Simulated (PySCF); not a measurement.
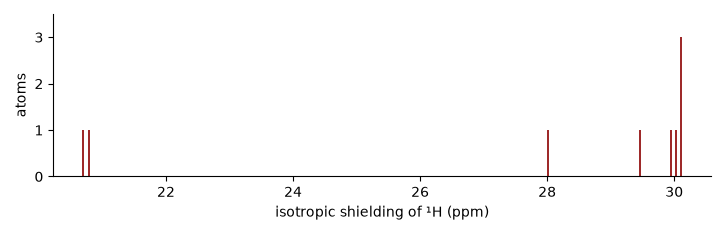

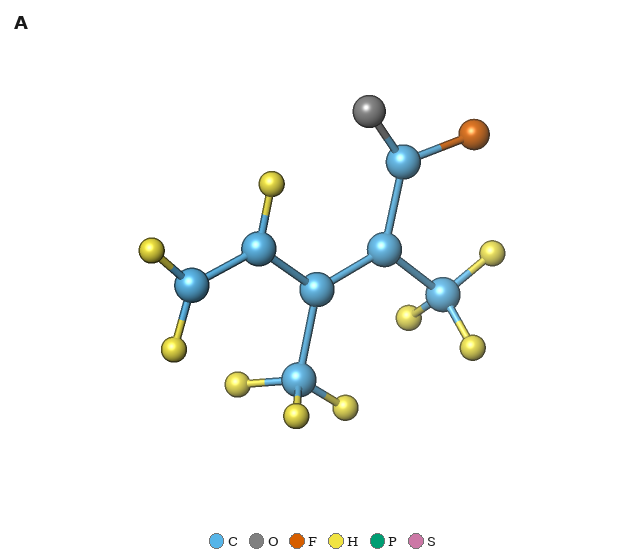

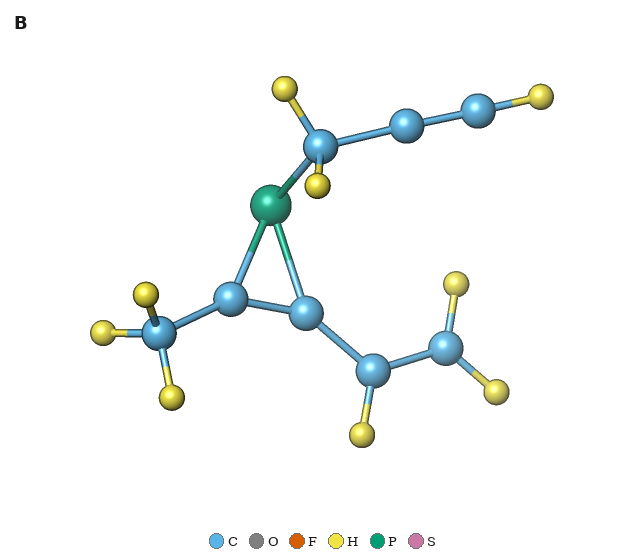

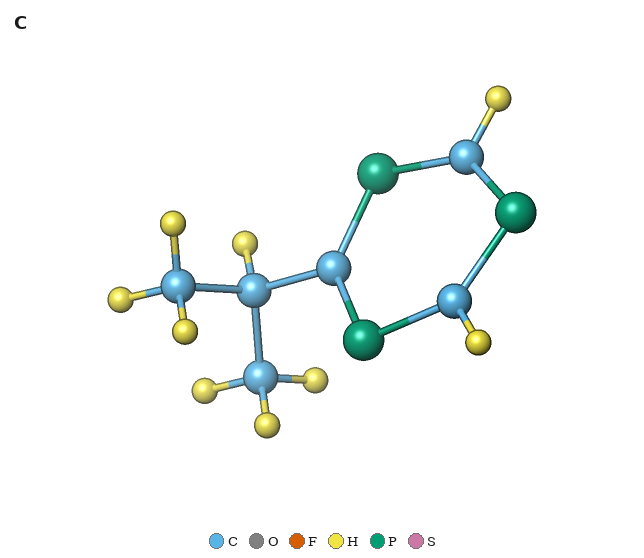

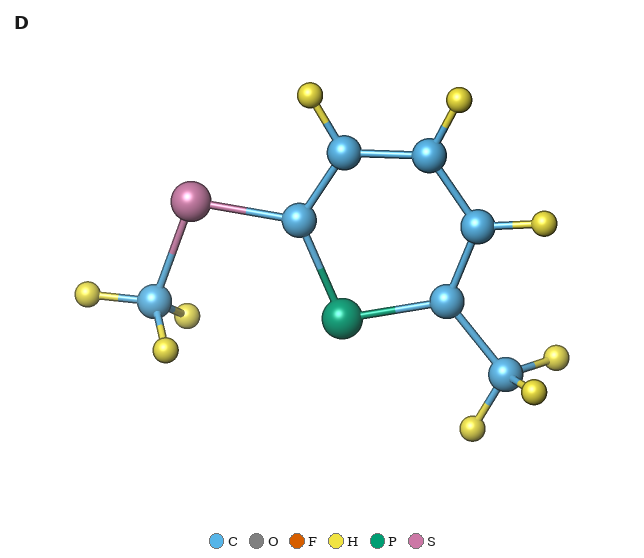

The sticks are computed shieldings of one of the molecules, for one fixed geometry (GFN2-xTB) without averaging over rotations. Low shielding means a high chemical shift. Method: GIAO PBE0/pcSseg-1 NMR shielding, non-relativistic, gas phase (PySCF 2.14.0).

> Match the spectrum to a structure.

C, `CC(C)c1pcpcp1`. Its 9 H atoms give lines at 20.70, 20.79, 28.01, 29.47, 29.96, 30.03, 30.11 (3 atoms) ppm.

The geometry is semi-empirical. Around P such bond lengths and angles can be off by a tenth of an ångström or more and by several degrees, and values that hang on the shape move with them.
